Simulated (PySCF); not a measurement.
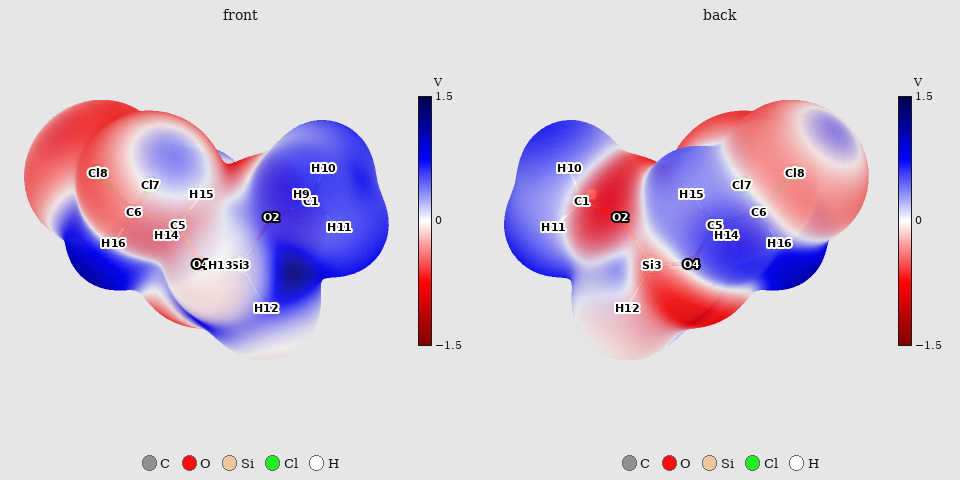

Figure 1: C$_{3}$H$_{8}$Cl$_{2}$O$_{2}$Si (SMILES CO[SiH2]OCC(Cl)Cl). The electrostatic potential painted on the density surface at 0.001 e/bohr³, seen from the front and from behind; the colour scale runs from red (negative) to blue (positive).

Geometry: GFN2-xTB.

Theory: wB97X-D/def2-SVPD, SCF density, gas phase in PySCF 2.14.0.

```tsv
atom	x (Å)	y (Å)	z (Å)
C	2.6269	0.4054	-0.9363
O	1.4342	-0.1243	-0.4405
Si	0.8496	-0.0789	1.0699
O	-0.5658	-0.8769	1.0122
C	-1.5023	-0.9201	-0.0074
C	-2.4768	0.2493	0.0929
Cl	-1.6883	1.7589	-0.3854
Cl	-3.8809	-0.0408	-0.9489
H	2.6459	1.4914	-0.8225
H	2.6930	0.1518	-1.9951
H	3.4860	-0.0154	-0.4093
H	1.5929	-0.9083	2.0061
H	0.6979	1.3040	1.5201
H	-2.0699	-1.8519	0.1042
H	-1.0163	-0.9109	-0.9887
H	-2.8335	0.3755	1.1172
```

Question: Where is the surface potential most negative and most positive?

Answer: The most negative region (about −0.8 V) lies over O4, the most positive (about +1.2 V) over Si3. Cl7 shows a σ-hole: about +0.4 V at the tip opposite its bond, against about −0.5 V on its flanks. Cl8 shows a σ-hole: about +0.3 V at the tip opposite its bond, against about −0.4 V on its flanks.
